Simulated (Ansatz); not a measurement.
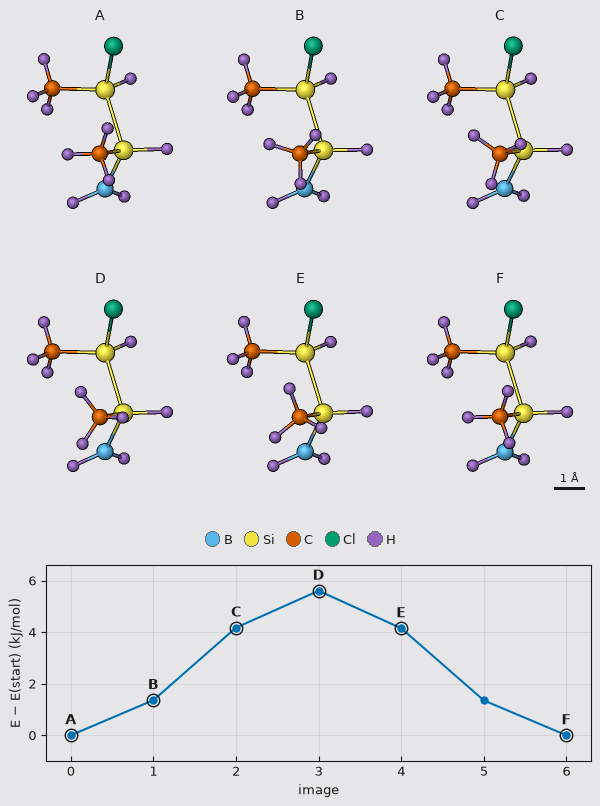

A search for the minimum-energy path of C₂H₁₀BClSi₂ by the nudged elastic band. Images are numbered from 0 (start) to 6 (end). Frames A to F are images 0, 1, 2, 3, 4, 6. A ball-and-stick model, seen from a free direction.

Theory: Ansatz, RKS B3LYP-D4/6-31G*. Set-up: 5 movable images; climbing image; force threshold 0.05 eV/Å; iteration limit 39; starting path by image-dependent pair potential.

What happens along the path, and what is the barrier?

The motion is a rotation about the C–Si bond by about 120°. No bond forms or breaks between the ends. The barrier is about 5.61 kJ/mol in both directions, with image 3 at the top; the ends have the same energy. The band converged in 4 iterations, with a climbing image at the top. At the top, the vibrational analysis gives one imaginary mode (152i cm⁻¹), as a transition state must have.

The run took 2.7 min on 2 threads of Intel(R) Xeon(R) Platinum 8259CL CPU @ 2.50GHz (Skylake/Cascade Lake) (shared host), peak memory 0.35 GiB.
